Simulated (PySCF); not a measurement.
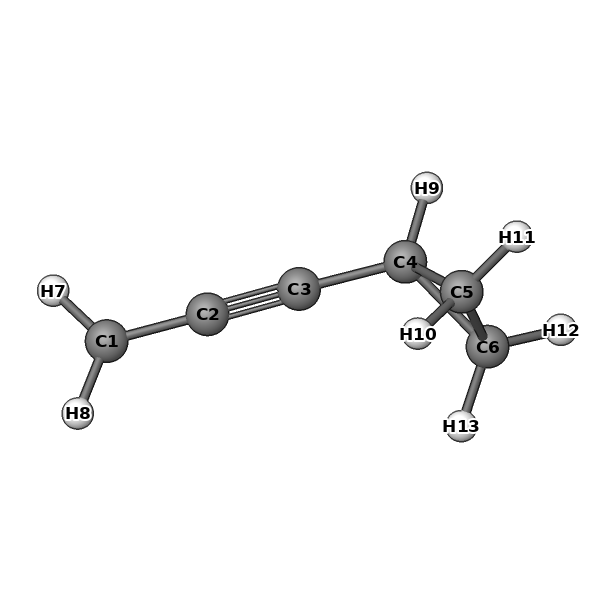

The questions are on Mulliken spin populations. The species is neutral and a spin doublet. The geometry was computed by an optimisation with GFN2-xTB. No frequency run is at hand to confirm it as a minimum. Method: UKS B3LYP, pcH-1 on C H, non-relativistic (PySCF 2.14.0).

List the Mulliken spin populations.

| atom | value (e) |
| --- | --- |
| C1 | 0.76 |
| C2 | −0.24 |
| C3 | 0.51 |
| C4 | −0.05 |
| C5 | 0.05 |
| C6 | 0.05 |
| H7 | −0.03 |
| H8 | −0.03 |
| H9 | 0.00 |
| H10 | 0.00 |
| H11 | 0.00 |
| H12 | 0.00 |
| H13 | 0.00 |

Mulliken values depend strongly on the basis set.
